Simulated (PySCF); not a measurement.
Consider C₄H₆ (SMILES C=CC=C).

Input

```
{"job": {"kind": "nmr", "xc": "PBE0", "basis": "pcSseg-1"}, "charge": 0, "multiplicity": 1}
C      1.700108     0.207104    -0.653653
C      0.690539    -0.184932     0.115671
C     -0.687918     0.186473    -0.119306
C     -1.698187    -0.206456     0.648744
H      1.541209     0.837838    -1.513114
H      2.717163    -0.084612    -0.456282
H      0.872632    -0.818085     0.974411
H     -0.869969     0.820381    -0.977726
H     -2.715515     0.084561     0.450180
H     -1.541179    -0.837617     1.508547
```

Run with:

```sh
OMP_NUM_THREADS=1 python probes_run.py task.json out
```

Geometry: GFN2-xTB.

These are results of PBE0/pcSseg-1, SCF density, gas phase, non-relativistic in PySCF, not measurements.

> Predict the electron density and electron localisation function between the atoms.

C–C (1.33 Å): ρ at the midpoint is about 2.3 e/Å³; the ELF peaks at about 0.95 between the atoms (a multiple bond).
C–H (1.08 Å): ρ is about 2 e/Å³ halfway; the ELF climbs to about 1 towards the hydrogen, as it does in any bond to H (a covalent bond by its length).
C–C (1.45 Å): ρ at the midpoint is about 1.9 e/Å³; the ELF peaks at about 0.95 between the atoms; a covalent bond.

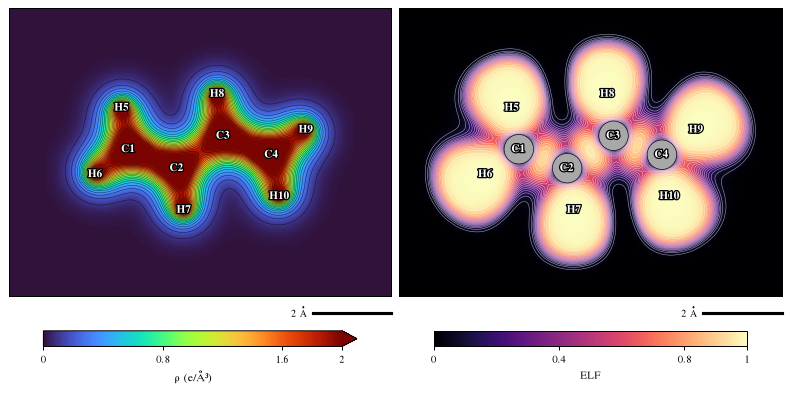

Computed electron density and electron localisation function on the molecular plane, in this order. Grey discs cover the atomic cores in the ELF map. 
